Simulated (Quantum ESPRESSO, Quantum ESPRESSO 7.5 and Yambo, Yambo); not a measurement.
**A GW chain in Yambo: ZrSe3 (P2_1/m)**

Wanted: ground state, empty states, screening and self-energy for ZrSe3 (P2_1/m).

Main program and level: Quantum ESPRESSO 7.5 and Yambo 5.3.0; PBEsol and many-body steps on it, plane waves.

### 1. Starting point

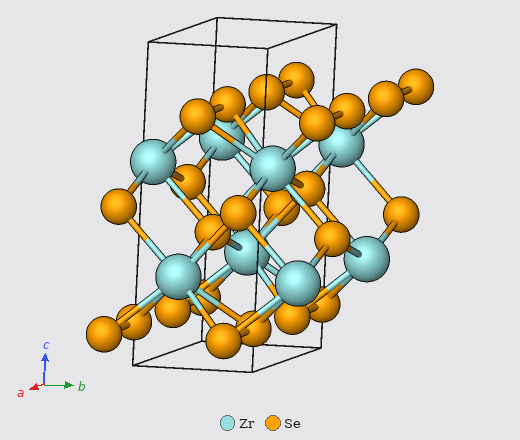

Start, viewed slightly off an axis; zirconium light teal, selenium orange. 2×2×1 cells are drawn.

The cell and positions come from the Crystallography Open Database and are kept as given unless a step says otherwise.

### 2. Ground state

This step: Quantum ESPRESSO 7.5; DFT, PBEsol, plane waves, norm-conserving pseudopotentials.

The ground-state density comes first.

The input, pw.in:

```
&control
  calculation = 'scf'
  prefix = 'x'
  outdir = 'o'
  pseudo_dir = 'pseudo'
/
&system
  ibrav = 0
  nat = 8
  ntyp = 2
  ecutwfc = 104.0
  nbnd = 92
  force_symmorphic = .true.
/
&electrons
  conv_thr = 1e-10
  electron_maxstep = 80
  mixing_beta = 0.5
/
ATOMIC_SPECIES
  Zr 91.224 Zr.upf
  Se 78.971 Se.upf
CELL_PARAMETERS angstrom
  5.4109000000 -0.0000000000 0.0000000000
  -0.0000000000 3.7488000000 0.0000000000
  -1.2294209091 0.0000000000 9.3636349901
ATOMIC_POSITIONS crystal
  Zr 0.2850000000 0.2500000000 0.6560000000
  Zr 0.7150000000 0.7500000000 0.3440000000
  Se 0.7620000000 0.2500000000 0.5540000000
  Se 0.2380000000 0.7500000000 0.4460000000
  Se 0.4560000000 0.2500000000 0.1740000000
  Se 0.5440000000 0.7500000000 0.8260000000
  Se 0.8880000000 0.2500000000 0.1690000000
  Se 0.1120000000 0.7500000000 0.8310000000
K_POINTS automatic
  4 6 2 0 0 0
```

On the command line:

```
$ OMP_NUM_THREADS=1 mpirun -n 8 pw.x -nk 8 -in pw.in > pw.out
```

Log:

```text
Program PWSCF v.7.5 starts

     This program is part of the open-source Quantum ESPRESSO suite
     for quantum simulation of materials; please cite
         "P. Giannozzi et al., J. Phys.:Condens. Matter 21 395502 (2009);
         "P. Giannozzi et al., J. Phys.:Condens. Matter 29 465901 (2017);
         "P. Giannozzi et al., J. Chem. Phys. 152 154105 (2020);
     in publications or presentations arising from this work. More details at
     Message from routine setup:
     using ibrav=0 with symmetry is DISCOURAGED, use correct ibrav instead

     G-vector sticks info

     bravais-lattice index     =            0
     lattice parameter (alat)  =      10.2251  a.u.
     unit-cell volume          =    1281.7486 (a.u.)^3
     number of atoms/cell      =            8
     number of atomic types    =            2
     number of electrons       =       168.00
     number of Kohn-Sham states=           92
     kinetic-energy cutoff     =     104.0000  Ry
     charge density cutoff     =     416.0000  Ry
     scf convergence threshold =      1.0E-10
     mixing beta               =       0.5000
     number of iterations used =            8  plain     mixing
     Exchange-correlation= PBESOL
                           (   1   4  10   8   0   0   0)

     celldm(1)=  10.225119  celldm(2)=   0.000000  celldm(3)=   0.000000
     celldm(4)=   0.000000  celldm(5)=   0.000000  celldm(6)=   0.000000

     crystal axes: (cart. coord. in units of alat)
               a(1) = (   1.000000  -0.000000   0.000000 )
               a(2) = (  -0.000000   0.692824   0.000000 )
               a(3) = (  -0.227212   0.000000   1.730513 )

     reciprocal axes: (cart. coord. in units 2 pi/alat)
               b(1) = (  1.000000  0.000000  0.131297 )
               b(2) = (  0.000000  1.443369  0.000000 )
               b(3) = ( -0.000000 -0.000000  0.577863 )
     Pseudo is Norm-conserving + core correction, Zval = 12.0
     Generated using ONCVPSP code by D. R. Hamann
     Using radial grid of 1604 points,  6 beta functions with:
     Pseudo is Norm-conserving + core correction, Zval = 24.0
     Generated using ONCVPSP code by D. R. Hamann
     Using radial grid of 1198 points,  6 beta functions with:
     Zr               12.00    91.22400     Zr( 1.00)
     Se               24.00    78.97100     Se( 1.00)

      2 Sym. Ops., with inversion, found

   Cartesian axes

     site n.     atom                  positions (alat units)
         1        Zr     tau(   1) = (   0.1359490   0.1732059   1.1352168  )
         2        Zr     tau(   2) = (   0.6368391   0.5196178   0.5952966  )
         3        Se     tau(   3) = (   0.6361246   0.1732059   0.9587044  )
         4        Se     tau(   4) = (   0.1366635   0.5196178   0.7718090  )
         5        Se     tau(   5) = (   0.4164651   0.1732059   0.3011093  )
         6        Se     tau(   6) = (   0.3563230   0.5196178   1.4294041  )
         7        Se     tau(   7) = (   0.8496012   0.1732059   0.2924568  )
         8        Se     tau(   8) = (  -0.0768131   0.5196178   1.4380566  )

     number of k points=    28
                       cart. coord. in units 2pi/alat
        k(    1) = (   0.0000000   0.0000000   0.0000000), wk =   0.0416667
        k(    2) = (   0.0000000   0.0000000  -0.2889316), wk =   0.0416667
        k(    3) = (   0.0000000   0.2405614   0.0000000), wk =   0.0833333
        k(    4) = (   0.0000000   0.2405614  -0.2889316), wk =   0.0833333
        k(    5) = (   0.0000000   0.4811228   0.0000000), wk =   0.0833333
        k(    6) = (   0.0000000   0.4811228  -0.2889316), wk =   0.0833333
        k(    7) = (   0.0000000  -0.7216843   0.0000000), wk =   0.0416667
        k(    8) = (   0.0000000  -0.7216843  -0.2889316), wk =   0.0416667
        k(    9) = (   0.2500000   0.0000000   0.0328243), wk =   0.0833333
        k(   10) = (   0.2500000   0.0000000  -0.2561072), wk =   0.0833333
     [... 16 further rows ...]
        k(   27) = (  -0.2500000   0.4811228  -0.0328243), wk =   0.0833333
        k(   28) = (  -0.2500000   0.4811228   0.2561072), wk =   0.0833333

     Dense  grid:   183623 G-vectors     FFT dimensions: (  72,  45, 120)

     Initial potential from superposition of free atoms

     starting charge     167.9953, renormalised to     168.0000
     Starting wfcs are   98 randomized atomic wfcs

     per-process dynamical memory:   310.7 Mb

     Self-consistent Calculation

     iteration #  1     ecut=   104.00 Ry     beta= 0.50

     Threshold (ethr) on eigenvalues was too large:
     Diagonalizing with lowered threshold

     total energy              =   -4260.05157698 Ry
     estimated scf accuracy    <       0.27108864 Ry

     iteration #  2     ecut=   104.00 Ry     beta= 0.50

     total energy              =   -4260.04153124 Ry
     estimated scf accuracy    <       0.47743709 Ry

     iteration #  3     ecut=   104.00 Ry     beta= 0.50

     total energy              =   -4260.12559272 Ry
     estimated scf accuracy    <       0.05148899 Ry

     iteration #  4     ecut=   104.00 Ry     beta= 0.50

     total energy              =   -4260.13215999 Ry
     estimated scf accuracy    <       0.00527845 Ry

     iteration #  5     ecut=   104.00 Ry     beta= 0.50

     total energy              =   -4260.13293116 Ry
     estimated scf accuracy    <       0.00032202 Ry

     iteration #  6     ecut=   104.00 Ry     beta= 0.50

     total energy              =   -4260.13297176 Ry
     estimated scf accuracy    <       0.00002967 Ry

     iteration #  7     ecut=   104.00 Ry     beta= 0.50

     total energy              =   -4260.13297607 Ry
     estimated scf accuracy    <       0.00000184 Ry

     iteration #  8     ecut=   104.00 Ry     beta= 0.50

     total energy              =   -4260.13297638 Ry
     estimated scf accuracy    <       0.00000027 Ry

     iteration #  9     ecut=   104.00 Ry     beta= 0.50

     total energy              =   -4260.13297643 Ry
     estimated scf accuracy    <       0.00000003 Ry

     iteration # 10     ecut=   104.00 Ry     beta= 0.50

     total energy              =   -4260.13297644 Ry
     estimated scf accuracy    <          5.7E-09 Ry

     iteration # 11     ecut=   104.00 Ry     beta= 0.50

     total energy              =   -4260.13297644 Ry
     estimated scf accuracy    <          9.2E-10 Ry

     iteration # 12     ecut=   104.00 Ry     beta= 0.50

     End of self-consistent calculation

          k = 0.0000 0.0000 0.0000 ( 22959 PWs)   bands (ev):

  -197.1565-197.1565-197.1420-197.1420-196.3596-196.3596-136.9919-136.9919
  -136.9784-136.9784-136.7591-136.7591-136.7526-136.7526-136.7431-136.7431
  -136.7368-136.7368-136.0461-136.0461-136.0392-136.0392-136.0249-136.0249
   -38.4723 -38.4717 -37.4172 -37.4172 -37.3246 -37.3246 -37.3118 -37.3118
   -37.3064 -37.3063 -37.2790 -37.2790 -37.2707 -37.2707 -37.0860 -37.0858
   -37.0826 -37.0826 -37.0679 -37.0678 -37.0649 -37.0648 -36.4466 -36.4451
   -36.4433 -36.4431 -36.4295 -36.4287 -36.4282 -36.4265 -36.4198 -36.4194
   -16.6357 -16.6070 -16.5265 -16.5199 -16.4585 -16.4404  -4.4153  -4.0883
    -2.4080  -1.3772  -0.5626  -0.5406   4.5168   4.8776   5.8356   5.9862
     6.1655   7.3504   7.5153   7.9998   8.5120   9.4022   9.6622   9.8077
     9.8205   9.9269  10.3966  10.5071  11.1681  11.5509  13.1795  13.3778
    13.5624  13.6668  14.0145  14.0699

          k = 0.0000 0.0000-0.2889 ( 23008 PWs)   bands (ev):

  -197.1565-197.1565-197.1420-197.1420-196.3596-196.3596-136.9919-136.9919
  -136.9784-136.9784-136.7591-136.7591-136.7526-136.7526-136.7431-136.7431
  -136.7368-136.7368-136.0461-136.0461-136.0392-136.0392-136.0249-136.0249
   -38.4723 -38.4717 -37.4172 -37.4172 -37.3246 -37.3246 -37.3118 -37.3118
   -37.3064 -37.3063 -37.2790 -37.2790 -37.2707 -37.2707 -37.0860 -37.0858
[...]
13.5825  13.6817  13.8918  14.0385

          k = 0.0000 0.2406 0.0000 ( 22977 PWs)   bands (ev):

  -197.1565-197.1565-197.1420-197.1420-196.3596-196.3596-136.9919-136.9919
  -136.9784-136.9784-136.7591-136.7591-136.7526-136.7526-136.7431-136.7431
  -136.7368-136.7368-136.0461-136.0461-136.0392-136.0392-136.0249-136.0249
[...]
-36.4433 -36.4432 -36.4293 -36.4285 -36.4280 -36.4266 -36.4196 -36.4193
   -16.6244 -16.6028 -16.5646 -16.5627 -16.4527 -16.4370  -4.2927  -4.0262
    -2.3316  -1.3674  -0.5069  -0.4878   4.6677   4.8369   5.9580   6.1228
     6.2041   7.0365   7.3921   7.8580   7.9148   9.1147   9.3508   9.4040
     9.4906   9.6469   9.6471   9.9554  11.8204  12.1506  13.3036  13.4275
    13.4714  13.6249  13.8086  13.8945

          k = 0.0000 0.2406-0.2889 ( 22960 PWs)   bands (ev):

     [... further k-points ...]

     highest occupied, lowest unoccupied level (ev):    10.5071   10.8283

!    total energy              =   -4260.13297644 Ry
     estimated scf accuracy    <          6.7E-11 Ry

     The total energy is the sum of the following terms:
     one-electron contribution =   -3765.49580420 Ry
     hartree contribution      =    1746.79974112 Ry
     xc contribution           =    -382.63172040 Ry
     ewald contribution        =   -1858.80519295 Ry

     convergence has been achieved in  12 iterations

     XML data file, charge density, pseudopotentials, collected wavefunctions

=------------------------------------------------------------------------------=
   JOB DONE.
=------------------------------------------------------------------------------=
```

Run time: 2.9 min. Hardware: 8 MPI ranks of Intel Xeon 6975P-C (Granite Rapids), shared host; peak memory 3.6 GiB.

This step gave:

```
total energy               : -57962.0619 eV
gap                        : 0.3212 eV
k of the valence top       : 0, 0, 0
k of the conduction bottom : -0.5, 0.1667, 0
least direct gap           : 0.6027 eV
```

The gap is indirect, with the least direct gap 0.28 eV higher.

[end of part 1 of 3]

[Paths, hosts, dates, memory and timing lines, banners, echoed tables and standing remarks are left out of the program output.]

[Logs are printed without paths, hosts, clocks, repeated set-up lines and the standing remarks that a program may print on its own settings, such as how far it seeks lower states.]

[Runs of the session that timed out or met a known fault of the program may be left out.]

[Hosts, paths, dates, database ids (printed as entryN), source tags and the programs' standing remarks are cut or masked in the printed files.]
